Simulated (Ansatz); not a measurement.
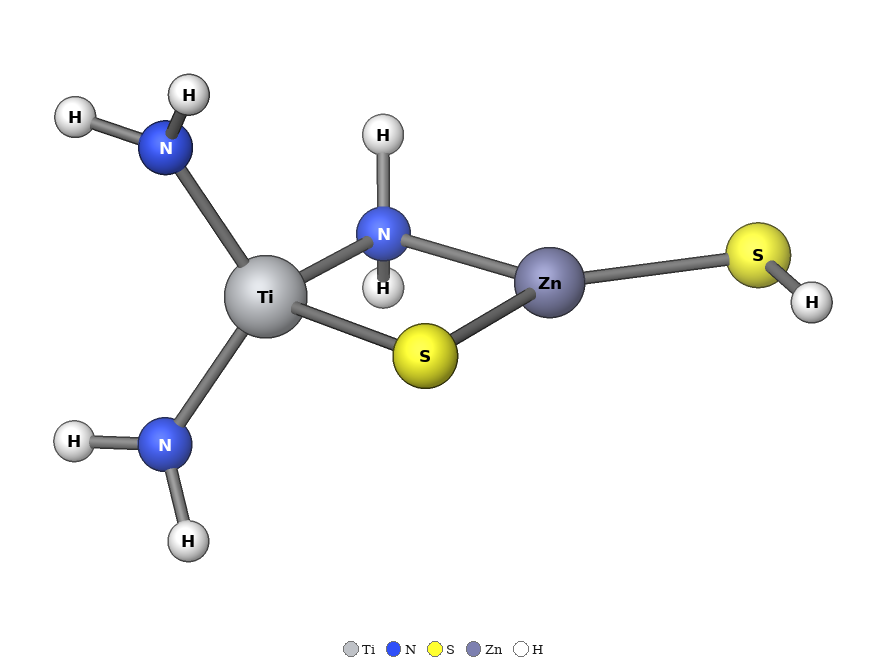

The picture shows a molecular structure as a ball-and-stick model. Every bond is drawn as one stick, whatever its order.

The species is neutral and a spin singlet. The geometry was computed by an optimisation with PBE0-D4/def2-TZVP.

Question: What is the molecular formula?

Answer: H₇N₃S₂TiZn, 14 atoms: 7 hydrogen, 3 nitrogen, 2 sulfur, 1 titanium and 1 zinc.

Question: What is the point group of this geometry?

Answer: Cs.

Question: How many atoms are distinct by symmetry?

Answer: 10: 1 Ti, 2 N, 1 N, 1 S, 1 Zn, 1 S, 2 H, 2 H, 2 H, 1 H.

Question: How many bonds of each kind are drawn?

Answer: 6 N–H, 3 N–Ti, 2 S–Zn, 1 S–Ti, 1 S–H, 1 N–Zn. Sticks follow a distance rule.

The parts below concern this one geometry. Atoms keep their numbers from picture to picture.

**Geometry**

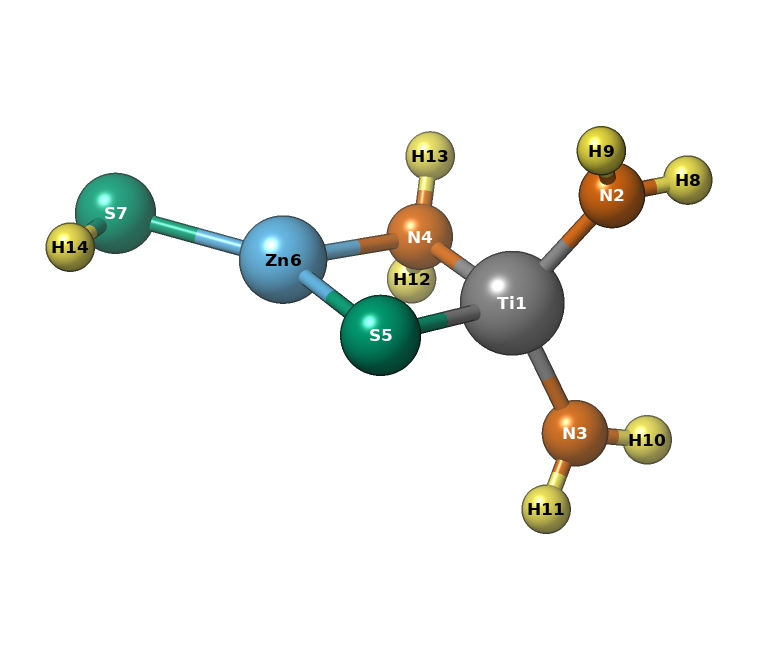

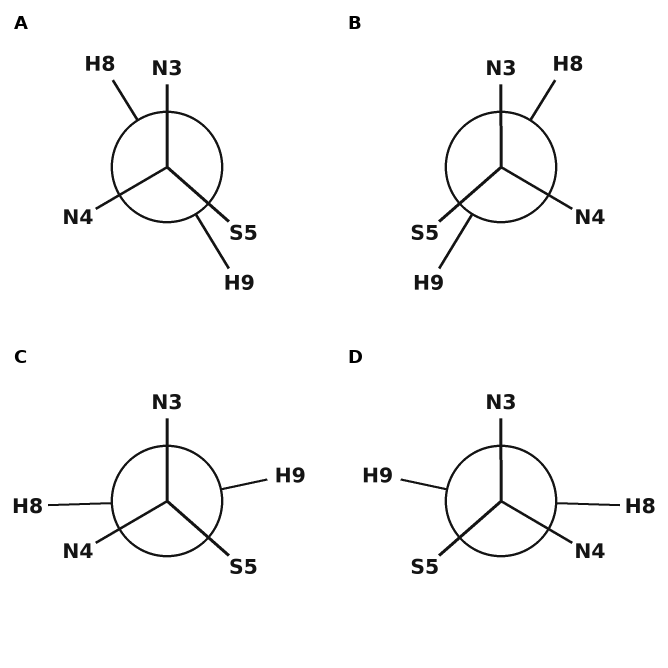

Atoms fade into the background with distance from the viewer. Bonds that would overlap in a projection are set slightly apart.

Question: Which Newman projection shows the view along Ti1–N2, with Ti1 in front?

Answer: B. The torsion angle S5–Ti1–N2–H8 is 164°, antiperiplanar (anti).

**Electronic properties**

Level of theory: RKS PBE0-D4/def2-TZVP (Ansatz 0.2.0).

What does the calculation give?

- dipole moment: 5.80 D
- dispersion correction: −38.2 kJ/mol

**Vibrations**

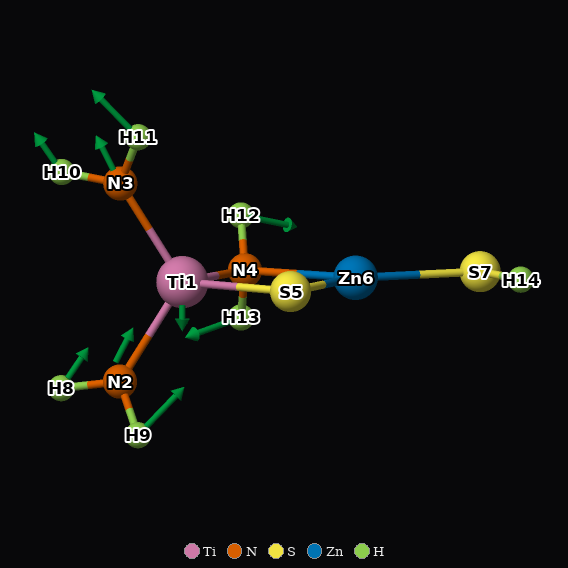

The arrows show one normal mode. Harmonic vibrations computed with RKS PBE0-D4/def2-TZVP (Ansatz 0.2.0) at a stationary point of the same level.

Question: Estimate its harmonic wavenumber.

Answer: 750 cm⁻¹; it is mode 26 of 36 counted from the lowest.

**Charges**

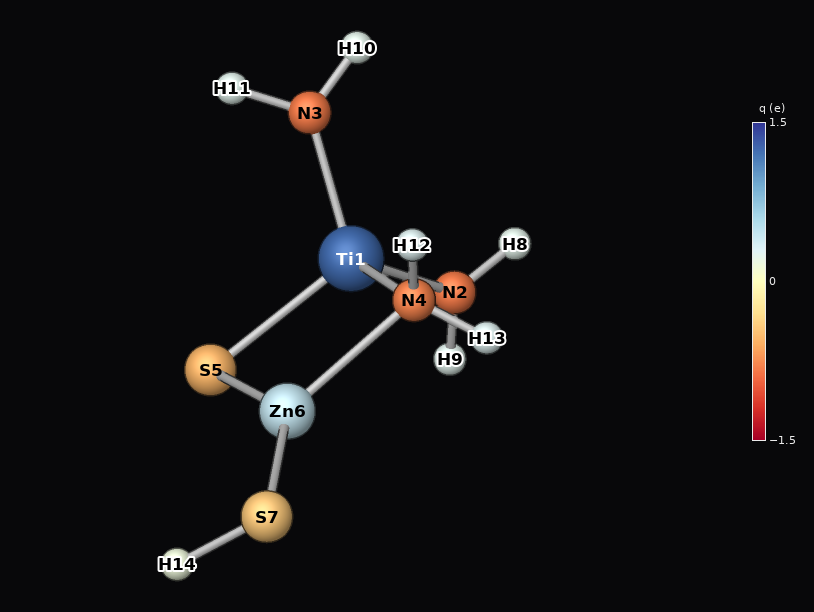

Atoms are coloured by their Mulliken charges. Level of theory: RKS PBE0-D4/def2-TZVP (Ansatz 0.2.0).

Give the Mulliken charges atom by atom.

```json
{"atom": "Ti1", "value (e)": "1.24"}
{"atom": "N2", "value (e)": "−0.82"}
{"atom": "N3", "value (e)": "−0.82"}
{"atom": "N4", "value (e)": "−0.79"}
{"atom": "S5", "value (e)": "−0.53"}
{"atom": "Zn6", "value (e)": "0.46"}
{"atom": "S7", "value (e)": "−0.43"}
{"atom": "H8", "value (e)": "0.24"}
{"atom": "H9", "value (e)": "0.26"}
{"atom": "H10", "value (e)": "0.24"}
{"atom": "H11", "value (e)": "0.26"}
{"atom": "H12", "value (e)": "0.27"}
{"atom": "H13", "value (e)": "0.27"}
{"atom": "H14", "value (e)": "0.16"}
```

Mulliken values depend strongly on the basis set and can even reverse the polarity of a bond.
